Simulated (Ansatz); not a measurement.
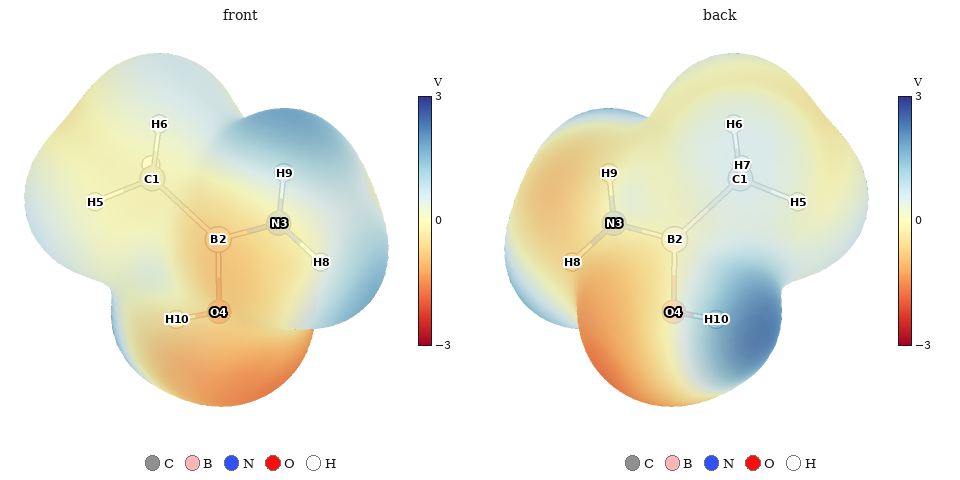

The picture shows: CH₆BNO (SMILES CB(N)O). The molecular electrostatic potential painted on the density surface at 0.002 e/bohr³, seen from the front and from behind; red is negative and blue positive.

Geometry: PBE0-D4/def2-TZVP.

Method: Ansatz, RKS PBE0-D4/def2-TZVPP.

```xyz
10

C    -0.9688    0.7005   -0.1375
B     0.3649   -0.1430   -0.0976
N     0.6127   -1.0991    0.8996
O     1.3526    0.0215   -1.0459
H    -1.5065    0.5373   -1.0776
H    -1.6567    0.4637    0.6769
H    -0.7547    1.7732   -0.0833
H     1.4610   -1.6377    0.9268
H    -0.0344   -1.3013    1.6379
H     1.1298    0.6848   -1.6993
```

Describe the electrostatic potential map.

Answer. The most negative region (about −1.6 V, or −37 kcal/mol for a unit charge) lies over O4, the most positive (about +2.3 V, or +53 kcal/mol for a unit charge) over H10. O4 is the likeliest acceptor of a hydrogen bond.
